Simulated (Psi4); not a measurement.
# HS (SMILES [SH]) at UM06-2X/6-311+G(d,p) (density fitting with cc-pvdz-jkfit, sweep point 2)

Aim: the vertical electron affinity of HS at UM06-2X/6-311+G** (density fitting with cc-pvdz-jkfit, sweep point 2), from 2 runs. 

The calculation is run with Psi4 1.11.

2 further runs of the same task are left out: 2 set aside as unsound or not needed.

### Step 1. The structure to begin with

HS has 2 atoms, charge 0, and is taken as a doublet. As SMILES, `[SH]`. The shape is that of a GFN2-xTB optimisation.

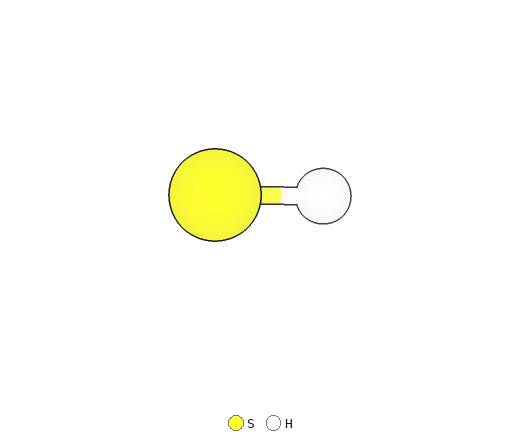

Viewed from a chosen angle; sulfur yellow, hydrogen white.

### Step 2. A single-point energy at UM06-2X/6-311+G(d,p) (density fitting with cc-pvdz-jkfit, sweep point 2)

Input file job.inp:

```
memory 1600 MB

molecule {
  0 2
  S      0.568010    -0.185670     0.292090
  H     -0.568010     0.185670    -0.292090
  symmetry c1
}

set globals {
  basis 6-311+G**
  reference uks
  puream true
  scf_type df
  dft_radial_points 99
  dft_spherical_points 590
  df_basis_scf cc-pvdz-jkfit
  maxiter 150
}

e_tot = energy('m06-2x')
```

Started as:

```bash
psi4 -i job.inp -o job.out -n 1
```

job.out:

```text
[...]
  Running in c1 symmetry.
[...]
  Nuclear repulsion =    6.364600578970911
[...]
  Multiplicity = 2
[...]
  Nalpha       = 9
  Nbeta        = 8
[...]
    Number of basis functions: 36
[...]
   @DF-UKS iter   1:  -398.70924078942812   -2.92996e-01   8.88019e-03 DIIS/ADIIS
[...]
   @DF-UKS iter   8:  -398.72989868692054   -4.99591e-09   2.54898e-07 DIIS
[...]
   @S^2 Observed:                7.529739686E-01
[...]
    Orbital Energies [Eh]
    ---------------------
    Alpha Occupied:
       1A    -89.927351     2A     -8.288766     3A     -6.220848
       4A     -6.208141     5A     -6.202600     6A     -0.827618
       7A     -0.475677     8A     -0.376460     9A     -0.335593
    Alpha Virtual:
      10A      0.031616    11A      0.053562    12A      0.057147
      13A      0.060525    14A      0.086510    15A      0.324034
      16A      0.351103    17A      0.357968    18A      0.399148
      19A      0.586837    20A      0.706994    21A      0.736944
      22A      0.791184    23A      0.792445    24A      0.994561
      25A      1.471014    26A      1.485473    27A      1.646983
[...]
  @DF-UKS Final Energy:  -398.72989868692054
   => Energetics <=
    Nuclear Repulsion Energy =              6.3646005789709115
    One-Electron Energy =                -563.0131529380104212
    Two-Electron Energy =                 170.2288456244756674
    DFT Exchange-Correlation Energy =     -12.3101919523566359
    Empirical Dispersion Energy =           0.0000000000000000
    VV10 Nonlocal Energy =                  0.0000000000000000
    Total Energy =                       -398.7298986869205351
[...]
 Multipole Moments:
 ------------------------------------------------------------------------------------
     Multipole            Electronic (a.u.)      Nuclear  (a.u.)        Total (a.u.)
 ------------------------------------------------------------------------------------
 L = 1.  Multiply by 2.5417464519 to convert [e a0] to [Debye]
 Dipole X            :          0.0000000            0.0000000            0.0000000
 Dipole Y            :         -0.0000000           -0.0000000           -0.0000000
 Dipole Z            :          0.7793530           -1.2079336           -0.4285806
 Magnitude           :                                                    0.4285806
[...]
```

Run time: 4.8 s. Hardware: 1 thread of Intel Xeon Platinum 8488C (Sapphire Rapids), shared host; peak memory 0.46 GiB.

### Step 3. The singlet anion, same level

Input file hs.in:

```
memory 1600 mb

molecule {
  -1 1
  S      0.568010    -0.185670     0.292090
  H     -0.568010     0.185670    -0.292090
  symmetry c1
}

set basis 6-311+G**
set reference rks
set puream true
set scf_type df
set dft_radial_points 99
set dft_spherical_points 590
set df_basis_scf cc-pvdz-jkfit

e, wfn = energy('m06-2x', return_wfn=True)
print_variables()
```

Started as:

```bash
psi4 -n 1 hs.in hs.out
```

hs.out:

```text
[...]
  Running in c1 symmetry.
[...]
  Nuclear repulsion =    6.364600578970911
[...]
  Multiplicity = 1
[...]
  Nalpha       = 9
  Nbeta        = 9
[...]
    Number of basis functions: 36
[...]
   @DF-RKS iter   1:  -398.68134611653471   -2.65101e-01   1.47626e-02 ADIIS/DIIS
[...]
   @DF-RKS iter   7:  -398.81514035231629   -2.07752e-08   9.20460e-07 DIIS
[...]
    Orbital Energies [Eh]
    ---------------------
    Doubly Occupied:
       1A    -89.601976     2A     -7.966912     3A     -5.888867
       4A     -5.884108     5A     -5.884108     6A     -0.507217
       7A     -0.182928     8A     -0.040522     9A     -0.040522
[...]
  @DF-RKS Final Energy:  -398.81514035231629
   => Energetics <=
    Nuclear Repulsion Energy =              6.3646005789709115
    One-Electron Energy =                -568.3208831883266612
    Two-Electron Energy =                 175.5729059561450356
    DFT Exchange-Correlation Energy =     -12.4317636991055469
    Empirical Dispersion Energy =           0.0000000000000000
    VV10 Nonlocal Energy =                  0.0000000000000000
    Total Energy =                       -398.8151403523162344
[...]
 Multipole Moments:
 ------------------------------------------------------------------------------------
     Multipole            Electronic (a.u.)      Nuclear  (a.u.)        Total (a.u.)
 ------------------------------------------------------------------------------------
 L = 1.  Multiply by 2.5417464519 to convert [e a0] to [Debye]
 Dipole X            :         -0.0000000            0.0000000           -0.0000000
 Dipole Y            :          0.0000000           -0.0000000            0.0000000
 Dipole Z            :          0.8637972           -1.2079336           -0.3441364
 Magnitude           :                                                    0.3441364
[...]
```

Wall time 3.6 s (1 thread of Intel Xeon Platinum 8488C (Sapphire Rapids), shared host); peak memory 0.45 GiB.

### Step 4. What came out

Level: UM06-2X/6-311+G** (density fitting with cc-pvdz-jkfit, sweep point 2).

```
                                                            quantity          value
                                            doublet HS: total energy  -398.72990 Eh
                                           doublet HS: dipole moment         1.09 D
                      doublet HS: HOMO energy (highest over α and β)       -8.56 eV
                       doublet HS: LUMO energy (lowest over α and β)       -3.62 eV
                                                    doublet HS: ⟨S²⟩          0.753
                                         singlet anion: total energy  -398.81514 Eh
                                          singlet anion: HOMO energy       -1.10 eV
                                          singlet anion: LUMO energy        5.40 eV
singlet anion: HOMO–LUMO gap (to an unbound level, set by the basis)        6.50 eV
                   vertical electron affinity (to the singlet anion)       2.320 eV
```

In words: At fixed nuclei the extra electron is bound by 2.32 eV (224 kJ/mol).
